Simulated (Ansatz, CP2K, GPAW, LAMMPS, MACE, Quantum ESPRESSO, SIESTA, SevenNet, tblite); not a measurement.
# Running glassy 70P2O5-10Al2O3-20CaO (mol %) (58 atoms) with CP2K, part 3 of 3

How do the settings of CP2K change the result for glassy 70P2O5-10Al2O3-20CaO (mol %) (58 atoms)? A plane-wave run serves as the yardstick.

Program: CP2K 2026.2; the method stands at each step. Banners, paths, timers and routine set-up lines are dropped from the logs unmarked, and long logs keep their key lines alone; longer cuts are marked.

So far, pressure (GPa): step 2 (PBE, DZVP-MOLOPT-SR, 600/50 Ry, diagonalisation) 2.87; step 4 (PBE, TZV2P-UZH, 600/50 Ry, diagonalisation) 0.571; step 5 (PBE, DZVP-MOLOPT-SR, 600/50 Ry, OT DIIS) 2.76; step 6 (PBE, DZVP-MOLOPT-SR, 840/50 Ry, diagonalisation) 2.87; step 7 (LDA, DZVP-MOLOPT-SR, 600/50 Ry, diagonalisation) -4.17.

## Step 8: PBE, DZVP-MOLOPT-SR, 210/50 Ry, diagonalisation

Method: Kohn-Sham DFT, PBE, GTH-PBE pseudopotentials, Gaussian and plane waves, DZVP-MOLOPT-SR-GTH, diagonalisation.

Contents of input.inp:

```
&GLOBAL
  PROJECT cell
  RUN_TYPE ENERGY_FORCE
  PRINT_LEVEL LOW
&END GLOBAL
&FORCE_EVAL
  METHOD QS
  STRESS_TENSOR ANALYTICAL
  &DFT
    BASIS_SET_FILE_NAME BASIS_MOLOPT
    POTENTIAL_FILE_NAME GTH_POTENTIALS
    &MGRID
      CUTOFF 210
      REL_CUTOFF 50
    &END MGRID
    &QS
      EPS_DEFAULT 1.0E-12
    &END QS
    &SCF
      SCF_GUESS ATOMIC
      EPS_SCF 1.0E-06
      MAX_SCF 200
      ADDED_MOS 14
      &DIAGONALIZATION
        ALGORITHM STANDARD
      &END DIAGONALIZATION
      &SMEAR ON
        METHOD FERMI_DIRAC
        ELECTRONIC_TEMPERATURE [K] 580
      &END SMEAR
      &MIXING
        METHOD BROYDEN_MIXING
        ALPHA 0.3
        NBROYDEN 8
      &END MIXING
      &PRINT
        &RESTART OFF
        &END RESTART
      &END PRINT
    &END SCF
    &XC
      &XC_FUNCTIONAL PBE
      &END XC_FUNCTIONAL
    &END XC
    &PRINT
      &MULLIKEN ON
      &END MULLIKEN
      &HIRSHFELD ON
        SHAPE_FUNCTION DENSITY
      &END HIRSHFELD
      &MO ON
        EIGENVALUES T
        OCCUPATION_NUMBERS T
        MO_INDEX_RANGE 157 180
        &EACH
          QS_SCF 0
        &END EACH
        ADD_LAST NUMERIC
      &END MO
    &END PRINT
  &END DFT
  &SUBSYS
    &CELL
      A 9.33176 0.00000 0.00000
      B 0.00000 9.33176 0.00000
      C 0.00000 0.00000 9.33176
    &END CELL
    &TOPOLOGY
      COORD_FILE_NAME structure.xyz
      COORD_FILE_FORMAT XYZ
    &END TOPOLOGY
    &KIND P
      BASIS_SET DZVP-MOLOPT-SR-GTH-q5
      POTENTIAL GTH-PBE-q5
    &END KIND
    &KIND Al
      BASIS_SET DZVP-MOLOPT-SR-GTH-q3
      POTENTIAL GTH-PBE-q3
    &END KIND
    &KIND Ca
      BASIS_SET DZVP-MOLOPT-SR-GTH-q10
      POTENTIAL GTH-PBE-q10
    &END KIND
    &KIND O
      BASIS_SET DZVP-MOLOPT-SR-GTH-q6
      POTENTIAL GTH-PBE-q6
    &END KIND
  &END SUBSYS
  &PRINT
    &FORCES ON
    &END FORCES
    &STRESS_TENSOR ON
    &END STRESS_TENSOR
  &END PRINT
&END FORCE_EVAL
```

Contents of structure.xyz:

```xyz
58

[... 58 atom lines left out: the same atoms as in the first run ...]
```

Run with:

```sh
OMP_NUM_THREADS=2 cp2k.psmp -i input.inp > output.txt
```

Numbers of over 12 decimals in the logs are rounded to 6 here.

Log:

```text
CP2K| version string:                                       CP2K version 2026.2
 CP2K| Input file name                                                 input.inp
 GLOBAL| Basis set file name                                        BASIS_MOLOPT
 GLOBAL| Potential file name                                      GTH_POTENTIALS
[... lines left out ...]
 Number of electrons:                                                        336
[... lines left out ...]
  Step     Update method      Time    Convergence         Total energy    Change
[... lines left out ...]
  *** SCF run converged in    19 steps ***
[... lines left out ...]
  Fermi energy:                                                 0.154229
  Total energy:                                              -812.499054
  Total energy (extrapolated to T->0):                       -812.498626
[... lines left out ...]
 MO| E(Fermi):            0.154229 a.u.          4.196795 eV
[... lines left out ...]
 ENERGY| Total FORCE_EVAL ( QS ) energy [hartree]           -812.499064
[... lines left out ...]
 FORCES|      1  1.00044906E-01  3.83228309E-04  7.99883821E-03   1.00364892E-01
 FORCES|      2 -1.32582134E-02 -7.75730006E-02  2.00450273E-02   8.12105520E-02
 FORCES|      3 -3.35702225E-03  3.65113004E-02 -5.80754069E-02   6.86811295E-02
[...]
FORCES|     57  6.92785647E-03  2.23643422E-03  2.93983344E-02   3.02862823E-02
 FORCES|     58  3.29200591E-02 -3.05511312E-03  1.32187721E-02   3.56061784E-02
 FORCES| Sum     2.05966756E-02 -1.02055742E-02  1.69826160E-02
 FORCES| Total atomic force                                       2.85794688E-02
 STRESS| Analytical stress tensor [bar]
 STRESS|                        x                   y                   z
 STRESS|      x        4.15934303222E+04   9.05534914126E+03  -7.59906351263E+03
 STRESS|      y        9.05534914126E+03   4.55482774034E+04   3.35822246465E+03
 STRESS|      z       -7.59906351263E+03   3.35822246465E+03   1.31339078806E+04
 STRESS| 1/3 Trace                                             3.34252052020E+04
```

Elapsed: 45 s, on 2 threads of Arm Neoverse V2, shared host; peak memory 0.6 GiB; 87 s of CPU time.

Compared with the plane-wave run:

```
r.m.s. force component                          : 1.801 eV/Å
r.m.s. difference of force components           : 231.6 meV/Å
longest difference of force vectors             : 896.8 meV/Å
force difference over r.m.s. force              : 13.61 %
slope of forces against the reference's         : 1.051
correlation of force components                 : 0.9929
pressure                                        : 3.342 GPa
pressure difference                             : 1.746 GPa
energy less the same-level run's                : -24.49 meV/atom
r.m.s. force difference from the same-level run : 184.3 meV/Å
```

This is a coarse setting, run to see what it loses.

Against the first run (7.7 %), the force difference from the reference is 14 %, at 0.66 times the CPU time: the grid matters here.

The forces add up to 1.5 eV/Å instead of zero, usually a sign of too coarse a grid.

## Step 9: All runs compared

Differences are against the plane-wave reference, forces as r.m.s. over components; share is that over the reference's r.m.s. force, slope the least-squares factor from reference forces to these. Total energies of different programs have different zeros and aren't compared.

```
                                                          run  Δ force, r.m.s. (meV/Å)  share (%)  slope  Δ pressure (GPa)  Δ gap (eV)  cores  CPU time  memory (GiB)
                                                    reference                        -          -      -                 -           -      4      21 s          0.85
         CP2K PBE, DZVP-MOLOPT-SR, 600/50 Ry, diagonalisation                      131       7.68  1.049              1.27           -      2   2.2 min           2.2
               CP2K PBE, TZVP-UZH, 600/50 Ry, diagonalisation                     66.5       3.91  1.016             0.370      -0.204      4   2.9 min           3.3
              CP2K PBE, TZV2P-UZH, 600/50 Ry, diagonalisation                     80.1       4.71  0.983             -1.03     -0.0494      4   5.8 min           3.7
                 CP2K PBE, DZVP-MOLOPT-SR, 600/50 Ry, OT DIIS                      140       8.25  1.058              1.16      -0.494      4   4.3 min           2.2
         CP2K PBE, DZVP-MOLOPT-SR, 840/50 Ry, diagonalisation                      126       7.39  1.049              1.27           -      4   3.3 min           5.2
         CP2K LDA, DZVP-MOLOPT-SR, 600/50 Ry, diagonalisation                      226       13.3  1.006             -5.77           -      2   1.8 min           2.0
CP2K PBE, DZVP-MOLOPT-SR, 210/50 Ry, diagonalisation (coarse)                      232       13.6  1.051              1.75           -      2      87 s           0.6
```

Rows marked coarse were listed beforehand as settings not expected to be converged; some can still land near the reference.

CPU time is summed over cores on a shared host, where runs went side by side, so it is rough. Symmetry, cutoffs, thresholds, outputs and thread counts weren't matched or tuned between programs; memory under MPI is the largest rank's times the ranks.

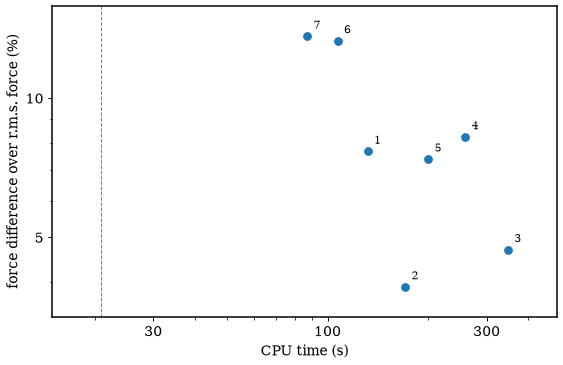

Force difference against CPU time; the dashed line marks the reference's time. Points: 1 CP2K PBE, DZVP-MOLOPT-SR, 600/50 Ry, diagonalisation; 2 CP2K PBE, TZVP-UZH, 600/50 Ry, diagonalisation; 3 CP2K PBE, TZV2P-UZH, 600/50 Ry, diagonalisation; 4 CP2K PBE, DZVP-MOLOPT-SR, 600/50 Ry, OT DIIS; 5 CP2K PBE, DZVP-MOLOPT-SR, 840/50 Ry, diagonalisation; 6 CP2K LDA, DZVP-MOLOPT-SR, 600/50 Ry, diagonalisation; 7 CP2K PBE, DZVP-MOLOPT-SR, 210/50 Ry, diagonalisation.

Mean charges by element (e), by run and scheme:

```
                                                 run     scheme      P     Al     Ca      O
CP2K PBE, DZVP-MOLOPT-SR, 600/50 Ry, diagonalisation   Mulliken  +0.74  +1.12  +1.18  -0.37
CP2K PBE, DZVP-MOLOPT-SR, 600/50 Ry, diagonalisation  Hirshfeld  +0.55  +0.59  +0.55  -0.25
      CP2K PBE, TZVP-UZH, 600/50 Ry, diagonalisation   Mulliken  +1.32  +1.46  +1.34  -0.60
      CP2K PBE, TZVP-UZH, 600/50 Ry, diagonalisation  Hirshfeld  +0.56  +0.60  +0.54  -0.25
     CP2K PBE, TZV2P-UZH, 600/50 Ry, diagonalisation   Mulliken  +1.32  +1.88  +1.50  -0.63
     CP2K PBE, TZV2P-UZH, 600/50 Ry, diagonalisation  Hirshfeld  +0.55  +0.59  +0.54  -0.25
        CP2K PBE, DZVP-MOLOPT-SR, 600/50 Ry, OT DIIS   Mulliken  +0.74  +1.13  +1.18  -0.38
        CP2K PBE, DZVP-MOLOPT-SR, 600/50 Ry, OT DIIS  Hirshfeld  +0.55  +0.59  +0.55  -0.25
CP2K PBE, DZVP-MOLOPT-SR, 840/50 Ry, diagonalisation   Mulliken  +0.74  +1.12  +1.18  -0.37
CP2K PBE, DZVP-MOLOPT-SR, 840/50 Ry, diagonalisation  Hirshfeld  +0.55  +0.59  +0.55  -0.25
CP2K LDA, DZVP-MOLOPT-SR, 600/50 Ry, diagonalisation   Mulliken  +0.57  +0.91  +1.08  -0.30
CP2K LDA, DZVP-MOLOPT-SR, 600/50 Ry, diagonalisation  Hirshfeld  +0.52  +0.55  +0.50  -0.24
```

Within one program, basis, potentials and functional, energies share a zero. Each run against its twin at the usual cutoff or grid and solver:

```
                                                 run                                        twin  Δ energy (meV/atom)  Δ force, r.m.s. (meV/Å)        CPU time over the twin's
        CP2K PBE, DZVP-MOLOPT-SR, 600/50 Ry, OT DIIS  DZVP-MOLOPT-SR, 600/50 Ry, diagonalisation                0.159                     36.1  2.0 (this twin ran on 2 cores)
CP2K PBE, DZVP-MOLOPT-SR, 840/50 Ry, diagonalisation  DZVP-MOLOPT-SR, 600/50 Ry, diagonalisation                0.118                     34.6  1.5 (this twin ran on 2 cores)
CP2K PBE, DZVP-MOLOPT-SR, 210/50 Ry, diagonalisation  DZVP-MOLOPT-SR, 600/50 Ry, diagonalisation                -24.5                      184                            0.66
```

Further runs of this program without a result: CP2K GFN1-xTB, diagonalisation (not converged); CP2K PBE0 with truncated exchange and ADMM, PBE0 potentials, DZVP-UZH, 600/50 Ry, OT DIIS (cut off at its time limit).

## Step 10: Results

| Property | Result |
| --- | --- |
| nearest in forces | CP2K PBE, TZVP-UZH, 600/50 Ry, diagonalisation, 3.9 % |
| its CPU time | 2.9 min |

**Reading.** The PBE runs in local orbitals, coarse settings apart, differ by 3.9 % (CP2K PBE, TZVP-UZH, 600/50 Ry, diagonalisation) to 8.3 % (CP2K PBE, DZVP-MOLOPT-SR, 600/50 Ry, OT DIIS); basis, grid and potentials can all enter. Rows with another functional or a dispersion term differ by 13 % (CP2K LDA, DZVP-MOLOPT-SR, 600/50 Ry, diagonalisation), which mixes the change of model with differences of basis and potentials. Runs with settings chosen to be coarse differ by 14 % (CP2K PBE, DZVP-MOLOPT-SR, 210/50 Ry, diagonalisation), their programs' other errors included. None of the electronic-structure runs in the table takes under half the reference's CPU time of 21 s; they take 4.2 to 17 times as much. At the same functional, gaps differ from the reference's 0.696 eV by between -0.49 and -0.05 eV. In pressure, CP2K PBE, DZVP-MOLOPT-SR, 210/50 Ry, diagonalisation misses by +1.7 GPa, at the same functional. Charges hang on scheme and program or settings: among these rows the mean for Al runs from +0.55 to +1.88 e. The quench rate of 5 K/ps is many orders above laboratory rates, so the cell is likely richer in defects and strain than a real sample. The network of bonds at the start is that of the classical potential that made the cell, and needn't be the one that DFT or experiment would give. The reference's stress is far from hydrostatic: its diagonal is 2.5, 2.9, -0.6 GPa, compression counted positive. The electronic-structure runs sample only Γ, in a cell whose shortest periodic width is 9 Å.

[Also dropped from logs without a mark: logging warnings of Python, and SIESTA's first energy breakdown and zero terms.]

[Logs are printed without paths, hosts, clocks, repeated set-up lines and the standing remarks that a program may print on its own settings, such as how far it seeks lower states.]

[Hosts, paths, dates, database ids (printed as entryN), source tags and the programs' standing remarks are cut or masked in the printed files.]
